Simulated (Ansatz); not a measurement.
# CoSi2: Li interstitial (started 2.30 Å from the nearest host atom), symmetric start

The parent structure is a 9-atom supercell of CoSi2 (space group Fm-3m, No. 225; a = 5.3127 Å; non-magnetic) at its relaxed geometry.

Modification: a neutral Li interstitial (started 2.30 Å from the nearest host atom), symmetric start, atoms relaxed at fixed cell.

All numbers come from Ansatz (a quantum-chemistry and plane-wave program), PBEsol, PAW, cutoff 420 eV, no spin-orbit coupling, earlier PAW set. Settings: 11×11×11 k-points, 0.05 eV Fermi–Dirac smearing.

| quantity | base | changed | shift |
|---|---|---|---|
| largest displacement of a host atom from its site in the perfect cell | – | 0.13 Å | – |
| final site of the added atom | – | 8 Si at 2.35–2.39 Å and 6 Co at 2.65 Å | – |

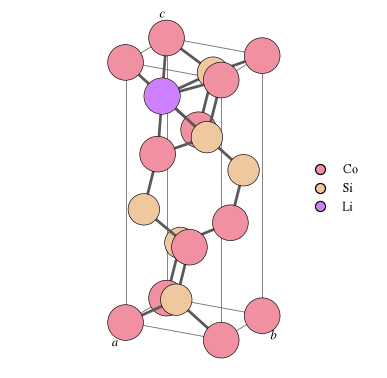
*The relaxed cell after the change*

Other magnetic orders, which the real material may have, were not ruled out. The cell is small, so the values are those of an ordered compound at a high defect concentration; dilute-limit values will differ. The defect started on the symmetric site and kept its symmetry, so it may sit on a saddle. Seeded moments were not kept for Li interstitial (started 2.30 Å from the nearest host atom) and the base. Spin-polarised in the final run: Li interstitial (started 2.30 Å from the nearest host atom); the other runs are not. An odd electron count without spin: CoSi2. The defect cell is spin-polarised and ends with 0.0 μB.
